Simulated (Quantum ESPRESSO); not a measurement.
# Collinear magnetic orders of CoO with Quantum ESPRESSO, part 2 of 2

Does CoO prefer parallel or opposed moments?

Quantum ESPRESSO 7.5; PBE with U = 3.5 eV on Co d (ortho-atomic projectors); plane waves with GBRV 1.5 PBE potentials, no spin-orbit coupling.

So far, absolute magnetization (μB): step 2 (start 1: ferro +) 3.02.

## (3) Run 2 (antiferro q=(0,1/2,1/2) +−)

The cell is doubled to 4 atoms to hold this order. The wavevector q is in fractions of the reciprocal vectors of the crystal's primitive cell, as the cells of these inputs are built from it; moments change sign between cells as cos(2π q·R).

The input, pw.in:

```
&CONTROL
  calculation = 'scf'
  prefix = 'pwscf'
  outdir = './tmp'
  pseudo_dir = './pseudo'
  disk_io = 'nowf'
/
&SYSTEM
  ibrav = 0
  celldm(1) = 8
  nat = 4
  ntyp = 3
  ecutwfc = 40
  ecutrho = 280
  nbnd = 32
  occupations = 'smearing'
  smearing = 'fd'
  degauss = 0.00367493
  nspin = 2
  starting_magnetization(1) = 0.1765
  starting_magnetization(2) = -0.1765
  starting_magnetization(3) = 0
/
&ELECTRONS
  conv_thr = 8d-09
  electron_maxstep = 150
  mixing_beta = 0.3
/
ATOMIC_SPECIES
Co1    58.9332 co_pbe_v1.2.uspp.F.UPF
Co2    58.9332 co_pbe_v1.2.uspp.F.UPF
O      15.9990 o_pbe_v1.2.uspp.F.UPF
CELL_PARAMETERS alat
   0.0000000000000    0.5034939043300    0.5034939043300
   1.0069878086600    0.0000000000000    1.0069878086600
   1.0069878086600    0.5034939043300    0.5034939043300
ATOMIC_POSITIONS crystal
Co1     0.0000000000    0.0000000000    0.0000000000
Co2     0.0000000000    0.5000000000    0.0000000000
O       0.5000000000    0.0000000000    0.5000000000
O       0.5000000000    0.5000000000    0.5000000000
K_POINTS automatic
10 5 10 0 0 0
HUBBARD {ortho-atomic}
U Co1-3d 3.5000
U Co2-3d 3.5000
```

On the command line:

```
> OMP_NUM_THREADS=1 mpirun -n 2 pw.x -nk 2 -in pw.in > pw.out
```

The log of the run:

```text
[banner, memory and clock lines left out]
Program PWSCF v.7.5 starts

     Message from routine setup:
     using ibrav=0 with symmetry is DISCOURAGED, use correct ibrav instead

     bravais-lattice index     =            0
     lattice parameter (alat)  =       8.0000  a.u.
     unit-cell volume          =     261.4042 (a.u.)^3
     number of atoms/cell      =            4
     number of atomic types    =            3
     number of electrons       =        46.00
     number of Kohn-Sham states=           32
     kinetic-energy cutoff     =      40.0000  Ry
     charge density cutoff     =     280.0000  Ry
     scf convergence threshold =      8.0E-09
     mixing beta               =       0.3000
     number of iterations used =            8  plain     mixing
     Exchange-correlation= SLA  PW   PBE  PBE
                           (   1   4   3   4   0   0   0)
     Hubbard projectors: ortho-atomic
     Hubbard parameters of DFT+U (Dudarev formulation) in eV:
     U(Co1-3d) =  3.5000
     U(Co2-3d) =  3.5000

     Internal variables: lda_plus_u =T, lda_plus_u_kind = 0

     Internal variables: orbital_resolved =F, hub_pot_fix =F, apply_U = F

     celldm(1)=   8.000000  celldm(2)=   0.000000  celldm(3)=   0.000000
     celldm(4)=   0.000000  celldm(5)=   0.000000  celldm(6)=   0.000000

     crystal axes: (cart. coord. in units of alat)
               a(1) = (   0.000000   0.503494   0.503494 )
               a(2) = (   1.006988   0.000000   1.006988 )
               a(3) = (   1.006988   0.503494   0.503494 )

     reciprocal axes: (cart. coord. in units 2 pi/alat)
               b(1) = ( -0.993061  0.993061  0.993061 )
               b(2) = ( -0.000000 -0.993061  0.993061 )
               b(3) = (  0.993061  0.993061 -0.993061 )

     PseudoPot. # 1 for Co read from file:
     co_pbe_v1.2.uspp.F.UPF
     Pseudo is Ultrasoft + core correction, Zval = 17.0

     PseudoPot. # 2 for Co read from file:
     co_pbe_v1.2.uspp.F.UPF
     Pseudo is Ultrasoft + core correction, Zval = 17.0

     PseudoPot. # 3 for O  read from file:
     o_pbe_v1.2.uspp.F.UPF
     Pseudo is Ultrasoft + core correction, Zval =  6.0

     atomic species   valence    mass     pseudopotential
     Co1              17.00    58.93320     Co( 1.00)
     Co2              17.00    58.93320     Co( 1.00)
     O                 6.00    15.99900     O ( 1.00)

     Starting magnetic structure
     atomic species   magnetization
     Co1             0.176
     Co2            -0.176
     O               0.000

     16 Sym. Ops., with inversion, found

   Cartesian axes

     site n.     atom                  positions (alat units)
         1        Co1    tau(   1) = (   0.0000000   0.0000000   0.0000000  )
         2        Co2    tau(   2) = (   0.5034939   0.0000000   0.5034939  )
         3        O      tau(   3) = (   0.5034939   0.5034939   0.5034939  )
         4        O      tau(   4) = (   1.0069878   0.5034939   1.0069878  )

     number of k points=    63  Fermi-Dirac smearing, width (Ry)=  0.0037
                       cart. coord. in units 2pi/alat
        k(    1) = (   0.0000000   0.0000000   0.0000000), wk =   0.0020000
        k(    2) = (   0.0993061   0.0993061  -0.0993061), wk =   0.0160000
        k(    3) = (   0.1986121   0.1986121  -0.1986121), wk =   0.0160000
        k(    4) = (   0.2979182   0.2979182  -0.2979182), wk =   0.0160000
        k(    5) = (   0.3972243   0.3972243  -0.3972243), wk =   0.0160000
        [... 58 further k-points ...]

     Dense  grid:    20743 G-vectors     FFT dimensions: (  32,  64,  54)

     Smooth grid:     8933 G-vectors     FFT dimensions: (  24,  45,  40)

     Check: negative core charge=   -0.000038
     Generating pointlists ...
     new r_m :   0.2077 (alat units)  1.6615 (a.u.) for type    1
     new r_m :   0.2077 (alat units)  1.6615 (a.u.) for type    2
     new r_m :   0.2077 (alat units)  1.6615 (a.u.) for type    3

     Initial potential from superposition of free atoms

     starting charge      44.0000, renormalised to      46.0000

     STARTING HUBBARD OCCUPATIONS:

     =================== HUBBARD OCCUPATIONS ===================
     ------------------------ ATOM    1 ------------------------
     Tr[ns(  1)] (up, down, total) =   5.00000  2.00000  7.00000
     Atomic magnetic moment for atom   1 =   3.00000
     [... lines left out ...]
     ------------------------ ATOM    2 ------------------------
     Tr[ns(  2)] (up, down, total) =   2.00000  5.00000  7.00000
     Atomic magnetic moment for atom   2 =  -3.00000
     [... lines left out ...]
     Number of occupied Hubbard levels =   14.0000

     Atomic wfc used for Hubbard projectors are orthogonalized

     Starting wfcs are   34 randomized atomic wfcs

     Self-consistent Calculation

     iteration #  1     ecut=    40.00 Ry     beta= 0.30
     Davidson diagonalization with overlap
     ethr =  1.00E-02,  avg # of iterations =  2.8

     =================== HUBBARD OCCUPATIONS ===================
     ------------------------ ATOM    1 ------------------------
     Tr[ns(  1)] (up, down, total) =   4.62114  0.90048  5.52161
     Atomic magnetic moment for atom   1 =   3.72066
     [... lines left out ...]
     ------------------------ ATOM    2 ------------------------
     Tr[ns(  2)] (up, down, total) =   0.90029  4.62084  5.52113
     Atomic magnetic moment for atom   2 =  -3.72055
     [... lines left out ...]
     Number of occupied Hubbard levels =   11.0427

     total energy              =    -657.53209708 Ry
     estimated scf accuracy    <      12.10885600 Ry

     total magnetization       =    -0.00 Bohr mag/cell
     absolute magnetization    =     7.65 Bohr mag/cell

     iteration #  2     ecut=    40.00 Ry     beta= 0.30
     Davidson diagonalization with overlap
     ethr =  1.00E-02,  avg # of iterations =  2.6

     total energy              =    -659.49345460 Ry
     estimated scf accuracy    <      10.40592863 Ry

     total magnetization       =     0.00 Bohr mag/cell
     absolute magnetization    =     2.15 Bohr mag/cell

     [... further iterations left out ...]

     iteration # 36     ecut=    40.00 Ry     beta= 0.30
     Davidson diagonalization with overlap
     ethr =  2.63E-11,  avg # of iterations =  1.3

     total energy              =    -661.18341542 Ry
     estimated scf accuracy    <       0.00000007 Ry

     total magnetization       =    -0.00 Bohr mag/cell
     absolute magnetization    =     5.15 Bohr mag/cell

     iteration # 37     ecut=    40.00 Ry     beta= 0.30
     Davidson diagonalization with overlap
     ethr =  2.63E-11,  avg # of iterations =  1.0

     Magnetic moment per site  (integrated on atomic sphere of radius R)
     atom   1 (R=0.208)  charge= 14.6327  magn=  2.3949
     atom   2 (R=0.208)  charge= 14.6328  magn= -2.3951
     atom   3 (R=0.208)  charge=  5.7623  magn= -0.0460
     atom   4 (R=0.208)  charge=  5.7623  magn=  0.0458

     End of self-consistent calculation

     =================== HUBBARD OCCUPATIONS ===================
     ------------------------ ATOM    1 ------------------------
     Tr[ns(  1)] (up, down, total) =   4.91049  2.44369  7.35418
     Atomic magnetic moment for atom   1 =   2.46680
     [... lines left out ...]
     ------------------------ ATOM    2 ------------------------
     Tr[ns(  2)] (up, down, total) =   2.44358  4.91058  7.35416
     Atomic magnetic moment for atom   2 =  -2.46700
     [... lines left out ...]
     Number of occupied Hubbard levels =   14.7083

     Number of k-points >= 100: set verbosity='high' to print the bands.

     the Fermi energy is    13.0839 ev

!    total energy              =    -661.18341542 Ry
     estimated scf accuracy    <          5.6E-09 Ry
     smearing contrib. (-TS)   =      -0.00569674 Ry
     internal energy E=F+TS    =    -661.17771869 Ry

     The total energy is F=E-TS. E is the sum of the following terms:
     one-electron contribution =    -366.39201752 Ry
     hartree contribution      =     210.18267750 Ry
     xc contribution           =     -80.06217257 Ry
     ewald contribution        =    -425.12572344 Ry
     Hubbard energy            =       0.21951734 Ry

     total magnetization       =    -0.00 Bohr mag/cell
     absolute magnetization    =     5.15 Bohr mag/cell

     convergence has been achieved in  37 iterations
```

Run time: 3.5 min. Hardware: 2 MPI ranks of Intel Xeon Platinum 8488C (Sapphire Rapids), shared host; peak memory 0.31 GiB; 6.5 min of CPU time.

Spin moment in the atom's sphere by atom:

```csv
atom,spin moment in the atom's sphere (μB)
Co1,2.39
Co2,-2.40
O3,-0.05
O4,0.05
```

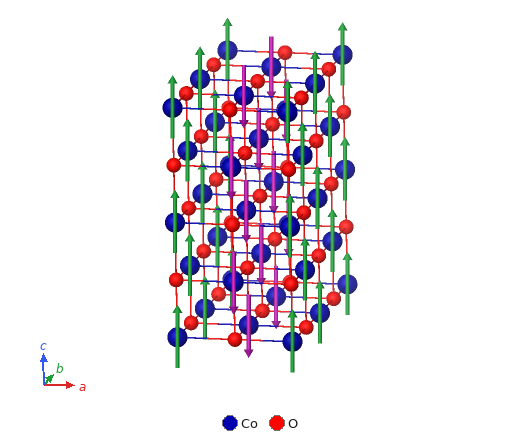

Spin moment in the atom's sphere as arrows, the longest 2.40 μB. Up and down stand for the sign. Arrows give size and sign along the axis of quantisation, drawn up and down the page. The two directions have two colours. 1×2×2 conventional cells are drawn. Some periodic images of atoms are drawn too.

Numbers from this step:

* smearing term TS: 0.07751 eV
* magnetization: 0 μB
* absolute magnetization: 5.152 μB
* final state: antiferromagnetic

## (4) Run 3 (antiferro q=(0,0,1/2) +−)

The cell is doubled to 4 atoms to hold this order.

Changes to pw.in since step 3:

```diff
@@ -34,11 +34,11 @@
    0.0000000000000    0.5034939043300    0.5034939043300
-   1.0069878086600    0.0000000000000    1.0069878086600
-   1.0069878086600    0.5034939043300    0.5034939043300
+   0.5034939043300    0.0000000000000    0.5034939043300
+   1.0069878086600    1.0069878086600    0.0000000000000
 ATOMIC_POSITIONS crystal
 Co1     0.0000000000    0.0000000000    0.0000000000
-Co2     0.0000000000    0.5000000000    0.0000000000
-O       0.5000000000    0.0000000000    0.5000000000
-O       0.5000000000    0.5000000000    0.5000000000
+Co2     0.0000000000    0.0000000000    0.5000000000
+O       0.5000000000    0.5000000000    0.2500000000
+O       0.5000000000    0.5000000000    0.7500000000
 K_POINTS automatic
-10 5 10 0 0 0
+10 10 5 0 0 0
 HUBBARD {ortho-atomic}
```

The log of the run:

```text
     [... lines left out ...]
Program PWSCF v.7.5 starts
     [... lines left out ...]
     number of atoms/cell      =            4
     [... lines left out ...]
     number of electrons       =        46.00
     number of Kohn-Sham states=           32
     kinetic-energy cutoff     =      40.0000  Ry
     charge density cutoff     =     280.0000  Ry
     scf convergence threshold =      8.0E-09
     [... lines left out ...]
     12 Sym. Ops., with inversion, found
     [... lines left out ...]
     number of k points=    58  Fermi-Dirac smearing, width (Ry)=  0.0037
     [... lines left out ...]
     iteration # 22     ecut=    40.00 Ry     beta= 0.30
     [... lines left out ...]
     Magnetic moment per site  (integrated on atomic sphere of radius R)
     atom   1 (R=0.208)  charge= 14.6057  magn=  2.5502
     atom   2 (R=0.208)  charge= 14.6057  magn= -2.5501
     atom   3 (R=0.208)  charge=  5.7818  magn=  0.0000
     atom   4 (R=0.208)  charge=  5.7818  magn=  0.0000
     [... lines left out ...]
     Tr[ns(  1)] (up, down, total) =   4.96276  2.34323  7.30599
     [... lines left out ...]
     Tr[ns(  2)] (up, down, total) =   2.34330  4.96276  7.30606
     [... lines left out ...]
     the Fermi energy is    13.1693 ev
!    total energy              =    -661.19545960 Ry
     estimated scf accuracy    <          2.5E-09 Ry
     smearing contrib. (-TS)   =      -0.00483831 Ry
     [... lines left out ...]
     total magnetization       =     0.00 Bohr mag/cell
     absolute magnetization    =     5.44 Bohr mag/cell
     convergence has been achieved in  22 iterations
```

Elapsed: 87 s, on 2 MPI ranks; peak memory 0.29 GiB; 2.6 min of CPU time.

Spin moment in the atom's sphere by atom:

```csv
atom,spin moment in the atom's sphere (μB)
Co1,2.55
Co2,-2.55
O3,0.00
O4,0.00
```

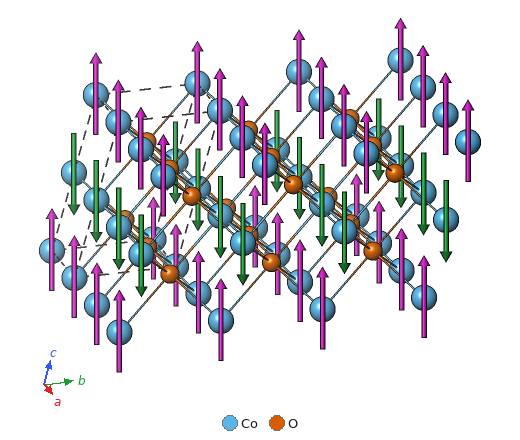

Spin moment in the atom's sphere as arrows, the longest 2.55 μB. Up and down stand for the sign. Arrows give size and sign along the axis of quantisation, drawn up and down the page. The two directions have two colours. Bonds to atoms that aren't drawn are left out. 3×3×1 cells are drawn. Some periodic images of atoms are drawn too.

Numbers from this step:

```
smearing term TS       : 0.06583 eV
magnetization          : 0 μB
absolute magnetization : 5.441 μB
final state            : antiferromagnetic
```

## (5) The states side by side

An order is kept where moments of 0.15 μB or more survive with the typed signs; meshes match where a doubled cell samples the same k points as the first cell.

Orders:

```csv
start,final state,typed order kept,energy over the lowest (meV a seeded atom),largest site moment (μB),net moment (μB a cell of the first run),mesh matched,CPU time (s)
ferro +,ferromagnetic,yes,39.41,2.611,2.991,yes,34.7
"antiferro q=(0,1/2,1/2) +-",antiferromagnetic,yes,81.93,2.395,0,yes,392.8
"antiferro q=(0,0,1/2) +-",antiferromagnetic,yes,0,2.55,0,yes,158.6
```

## (6) Occupations of the corrected shells in the lowest state

Occupations of the Hubbard shells:

```csv
block,type,shell,spin,electrons,occupation numbers
1,Co1,3d,up,4.963,0.989 0.989 0.995 0.995 0.995
1,Co1,3d,down,2.343,0.143 0.143 0.671 0.671 0.715
2,Co2,3d,up,2.343,0.143 0.143 0.671 0.671 0.715
2,Co2,3d,down,4.963,0.989 0.989 0.995 0.995 0.995
```

## (7) Results

| Item | Value |
| --- | --- |
| lowest state found | antiferromagnetic (from antiferro q=(0,0,1/2) +-) |
| largest site moment | 2.55 μB |
| next state with moments | ferromagnetic, 39.4 meV a seeded atom higher |

**Reading.** Only these 3 starts were compared; other wavevectors, canted and longer-period orders were not. The smearing term is large for its width, so states at the Fermi level are partly filled: at this level the cell is a metal or has a gap of a few widths at most. Degenerate orbitals of a corrected shell are partly filled. Whether a state of lower symmetry lies under this one was not tested; under a U it often does.

[Logs and program files are shortened in this print: banners, set-up blocks, solver, clock and traceback lines can be left out without a mark of their own.]

[Logs are printed without paths, hosts, clocks, repeated set-up lines and the standing remarks that a program may print on its own settings, such as how far it seeks lower states.]

[Hosts, paths, dates, database ids (printed as entryN), source tags and the programs' standing remarks are cut or masked in the printed files.]

[Where a cell is said to come from a database of computed structures, the database is the Materials Project.]
